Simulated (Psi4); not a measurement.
# SiNH2F2 (SMILES [NH][SiH](F)F) at UCAM-B3LYP/def2-SVPD

What is the energy change on altering one bond length of SiNH2F2 at UCAM-B3LYP/def2-SVPD? 

The calculation is run with Psi4 1.11.

3 further runs of the same task are left out: 3 set aside as unsound or not needed.

**1. The structure to begin with**

SiNH2F2 has 6 atoms, charge 0, and is taken as a doublet. SMILES: `[NH][SiH](F)F`. The shape is that of a PBE0-D4/def2-TZVP optimisation. This is one conformer, not always the lowest.

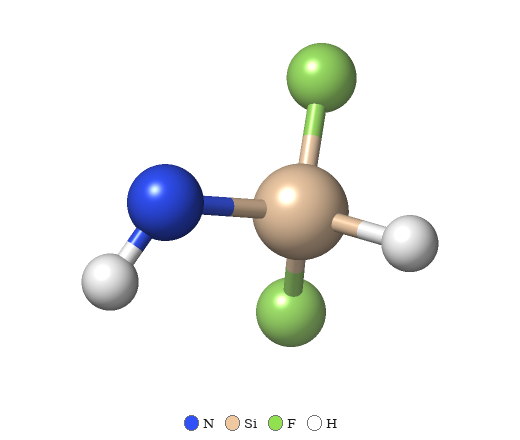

Viewed from a chosen angle; nitrogen blue, silicon light orange, fluorine green, hydrogen white.

**2. A single-point energy at UCAM-B3LYP/def2-SVPD**

Contents of f2h2nsi.json:

```json
{
 "schema_name": "qcschema_input",
 "schema_version": 1,
 "molecule": {
  "schema_name": "qcschema_molecule",
  "schema_version": 2,
  "symbols": ["N", "Si", "F", "F", "H", "H"],
  "geometry": [-0.04799904, 1.89293866, -1.7077455, 0.35526851, -0.46279393, 0.51589523, 2.98331063, -1.77898817, -0.00888171, -1.71700516, -2.62709726, 0.3919292, -1.8477742, 2.18584621, -2.33664635, 0.35375673, 0.66915202, 3.05814379],
  "molecular_charge": 0,
  "molecular_multiplicity": 2,
  "fix_symmetry": "c1"
 },
 "driver": "energy",
 "model": {
  "method": "cam-b3lyp",
  "basis": "def2-SVPD"
 },
 "keywords": {
  "reference": "uks",
  "puream": true,
  "e_convergence": 1e-09,
  "d_convergence": 1e-08,
  "scf_type": "pk",
  "dft_radial_points": 99,
  "dft_spherical_points": 590,
  "maxiter": 100,
  "scf_properties": ["DIPOLE", "MAYER_INDICES", "LOWDIN_CHARGES"]
 }
}
```

Launch:

```bash
$ psi4 --qcschema f2h2nsi.json -n 1 --memory 2200MB
```

stdout:

```text
[...]
  Running in c1 symmetry.
[...]
  Nuclear repulsion =  175.745953263484182
[...]
  Multiplicity = 2
[...]
  Nalpha       = 21
  Nbeta        = 20
[...]
    Number of basis functions: 106
[...]
   @UKS iter   1:  -544.68763807082587   -5.29552e-01   6.27609e-03 ADIIS/DIIS
[...]
   @UKS iter  17:  -544.87472555726322   -4.09273e-12   6.92832e-09 DIIS
[...]
   @S^2 Observed:                7.531848009E-01
[...]
    Orbital Energies [Eh]
    ---------------------
    Alpha Occupied:
       1A    -66.302795     2A    -24.787945     3A    -24.785055
       4A    -14.454836     5A     -5.457386     6A     -3.822604
       7A     -3.820546     8A     -3.818077     9A     -1.289990
      10A     -1.268074    11A     -0.948628    12A     -0.666565
      13A     -0.595396    14A     -0.580134    15A     -0.572913
      16A     -0.537640    17A     -0.525750    18A     -0.513024
      19A     -0.469594    20A     -0.420547    21A     -0.403401
    Alpha Virtual:
      22A      0.040116    23A      0.065894    24A      0.072152
      25A      0.093283    26A      0.126388    27A      0.140755
[...]
  @UKS Final Energy:  -544.87472555726322
   => Energetics <=
    Nuclear Repulsion Energy =            175.7459532634841821
    One-Electron Energy =               -1104.1603017149780044
    Two-Electron Energy =                 420.6234776780007678
    DFT Exchange-Correlation Energy =     -37.0838547837700645
    Empirical Dispersion Energy =           0.0000000000000000
    VV10 Nonlocal Energy =                  0.0000000000000000
    Total Energy =                       -544.8747255572632184
[...]
 Multipole Moments:
 ------------------------------------------------------------------------------------
     Multipole            Electronic (a.u.)      Nuclear  (a.u.)        Total (a.u.)
 ------------------------------------------------------------------------------------
 L = 1.  Multiply by 2.5417464519 to convert [e a0] to [Debye]
 Dipole X            :          0.7527948           -1.3705963           -0.6178015
 Dipole Y            :         -3.1725255            3.6106995            0.4381740
 Dipole Z            :         -0.0266201            0.1753524            0.1487323
 Magnitude           :                                                    0.7718785
[...]
```

The result, in JSON:

```text
{
 "driver": "energy",
 "model": {
  "method": "cam-b3lyp",
  "basis": "def2-SVPD"
 },
 "success": true,
 "return_result": -544.8747255572632,
 "properties": {
  "calcinfo_nbasis": 106,
  "calcinfo_nmo": 106,
  "calcinfo_nalpha": 21,
  "calcinfo_nbeta": 20,
  "calcinfo_natom": 6,
  "nuclear_repulsion_energy": 175.74595326348418,
  "return_energy": -544.8747255572632,
  "scf_one_electron_energy": -1104.160301714978,
  "scf_two_electron_energy": 420.62347767800077,
  "scf_xc_energy": -37.083854783770065,
  "scf_dipole_moment": [-0.6178014638965066, 0.4381739863107974, 0.14873231904674844],
  "scf_total_energy": -544.8747255572632,
  "scf_iterations": 17
 }
}
```

It took 66 s on 1 thread of Intel Xeon Platinum 8259CL at 2.50GHz (Skylake/Cascade Lake), shared host; peak memory 1 GiB.

**3. The distorted shape: energy and gradient at UCAM-B3LYP/def2-SVPD**

Contents of f2h2nsi.inp:

```
memory 2.2 GB

molecule {
  0 2
  N     -0.442567     1.210628    -0.820399
  Si    -0.229167    -0.035972     0.356301
  F      1.578700    -0.941400    -0.004700
  F     -1.325767    -1.181272     0.290701
  H     -1.394967     1.365628    -1.153199
  H     -0.229967     0.563028     1.701601
  symmetry c1
}

set globals {
  reference uks
  puream true
  e_convergence 1e-09
  d_convergence 1e-08
  scf_type pk
  dft_radial_points 99
  dft_spherical_points 590
  maxiter 100
}

e_tot, wfn = gradient("cam-b3lyp/def2-SVPD", return_wfn=True)
oeprop(wfn, "DIPOLE", "MULLIKEN_CHARGES", "WIBERG_LOWDIN_INDICES")
print_variables()
```

Launch:

```bash
$ psi4 -i f2h2nsi.inp -o f2h2nsi.out -n 1
```

f2h2nsi.out, cut to the lines that bear on the results:

```text
[...]
  Running in c1 symmetry.
[...]
  Nuclear repulsion =  161.757783577090095
[...]
  Multiplicity = 2
[...]
  Nalpha       = 21
  Nbeta        = 20
[...]
    Number of basis functions: 106
[...]
   @UKS iter   1:  -544.60686692248532   -7.70431e-01   6.56979e-03 ADIIS/DIIS
[...]
   @UKS iter  17:  -544.81529300961688   -2.50111e-12   7.04169e-09 DIIS
[...]
   @S^2 Observed:                7.533799042E-01
[...]
  @UKS Final Energy:  -544.81529300961688
   => Energetics <=
    Nuclear Repulsion Energy =            161.7577835770900947
    One-Electron Energy =               -1076.2074404258441973
    Two-Electron Energy =                 406.6073551199622784
    DFT Exchange-Correlation Energy =     -36.9729912808250702
    Empirical Dispersion Energy =           0.0000000000000000
    VV10 Nonlocal Energy =                  0.0000000000000000
    Total Energy =                       -544.8152930096168802
[...]
  -Total Gradient:
     Atom            X                  Y                   Z
    ------   -----------------  -----------------  -----------------
       1       -0.007831824459     0.002263272069    -0.000596546925
       2       -0.085675106952     0.020787447239     0.013185521216
       3        0.088006815356    -0.043468680079    -0.017354650745
       4        0.008165929336     0.017480961876     0.001656738972
       5        0.003301661257    -0.000394187979     0.002619272830
       6       -0.005972528345     0.003385704473     0.000492464286
[...]
 Multipole Moments:
 ------------------------------------------------------------------------------------
     Multipole            Electronic (a.u.)      Nuclear  (a.u.)        Total (a.u.)
 ------------------------------------------------------------------------------------
 L = 1.  Multiply by 2.5417464519 to convert [e a0] to [Debye]
 Dipole X            :          0.3761406           -1.7648215           -1.3886809
 Dipole Y            :         -2.9465854            3.8081377            0.8615523
 Dipole Z            :          0.0352490            0.2540723            0.2893213
 Magnitude           :                                                    1.6596427
[...]
  Mulliken Charges: (a.u.)
   Center  Symbol    Alpha    Beta     Spin     Total
       1     N     4.03788  3.06129  0.97658 -0.09917
       2    SI     6.34587  6.33943  0.00644  1.31469
       3     F     4.83408  4.81803  0.01605 -0.65212
[...]
```

It took 78 s on 1 thread of Intel Xeon Platinum 8259CL at 2.50GHz (Skylake/Cascade Lake), shared host; peak memory 1 GiB.

**4. Outcome**

At UCAM-B3LYP/def2-SVPD:

| quantity | value |
| --- | --- |
| first shape: total energy | -544.87473 Eh |
| first shape: dipole moment | 1.96 D |
| first shape: HOMO energy (highest over α and β) | -10.41 eV |
| first shape: LUMO energy (lowest over α and β) | -3.20 eV |
| first shape: ⟨S²⟩ | 0.753 |
| distorted shape: total energy | -544.81529 Eh |
| distorted shape: dipole moment | 4.22 D |
| distorted shape: HOMO energy (highest over α and β) | -10.95 eV |
| distorted shape: LUMO energy (lowest over α and β) | -3.83 eV |
| distorted shape: ⟨S²⟩ | 0.753 |
| distorted shape: largest force on an atom | 5.126 eV/Å |
| energy change with the Si2–F3 bond stretched from 1.580 to 2.054 Å | 1.617 eV |

What this shows: With the Si2–F3 bond stretched from 1.580 to 2.054 Å the energy rises by 1.62 eV (37 kcal/mol). The first shape isn't relaxed at this level, so the change isn't measured from a minimum. Mulliken charges (distorted shape) run from -0.65 on F3 to +1.31 on Si2; in a basis this large or diffuse they mean little.
